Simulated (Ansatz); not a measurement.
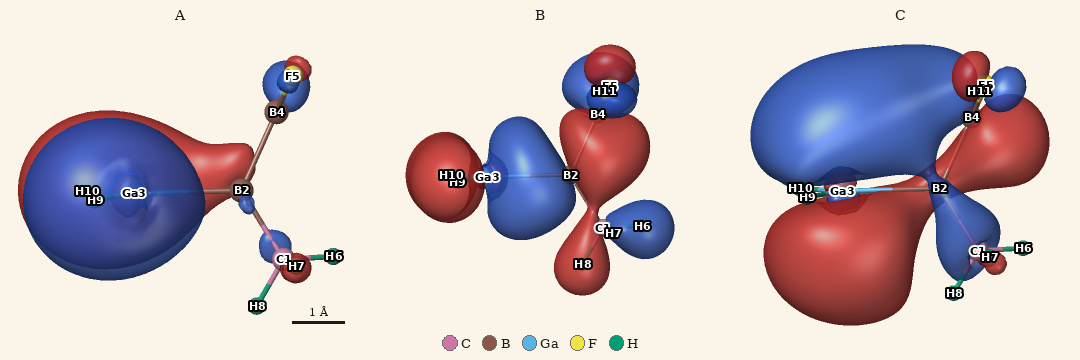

CH₆B₂FGa (SMILES C[B]([GaH2])BF). Three frontier orbitals at ±0.06 Å⁻³ᐟ² (blue and red are the two phases), in no order.

Geometry: PBE0-D4/def2-TZVP.

All numbers below come from RKS PBE0-D4/def2-TZVPP (Ansatz 0.2.0).

```yaml
atoms:
  - { symbol: C, position_ang: [-1.4004, 0.5394, -0.5113] }
  - { symbol: B, position_ang: [-0.0626, 0.0423, 0.1347] }
  - { symbol: Ga, position_ang: [1.2732, -1.1060, -0.9931] }
  - { symbol: B, position_ang: [0.4066, 0.3706, 1.6981] }
  - { symbol: F, position_ang: [1.1498, 1.4262, 2.0325] }
  - { symbol: H, position_ang: [-2.2194, 0.6923, 0.1957] }
  - { symbol: H, position_ang: [-1.1294, 1.5479, -0.8703] }
  - { symbol: H, position_ang: [-1.7695, -0.0052, -1.3819] }
  - { symbol: H, position_ang: [2.3260, -0.4331, -1.9550] }
  - { symbol: H, position_ang: [1.2765, -2.6818, -0.9507] }
  - { symbol: H, position_ang: [0.1492, -0.3926, 2.6014] }
```

**Which picture is the HOMO−1, the HOMO and the LUMO?**

A is the HOMO−1 (−8.45 eV). By Hirshfeld shares it lies mainly on Ga3 (about 40 %), H9 (about 30 %) and H10 (about 25 %). B is the HOMO (−6.92 eV). Its weight (Hirshfeld) is mainly on B2 (about 30 %), Ga3 (about 25 %) and B4 (about 15 %). C is the LUMO (−1.93 eV). By Hirshfeld shares it lies mainly on Ga3 (about 60 %), B4 (about 15 %) and B2 (about 10 %).

**What is the HOMO–LUMO gap?**

4.99 eV between the orbital energies.
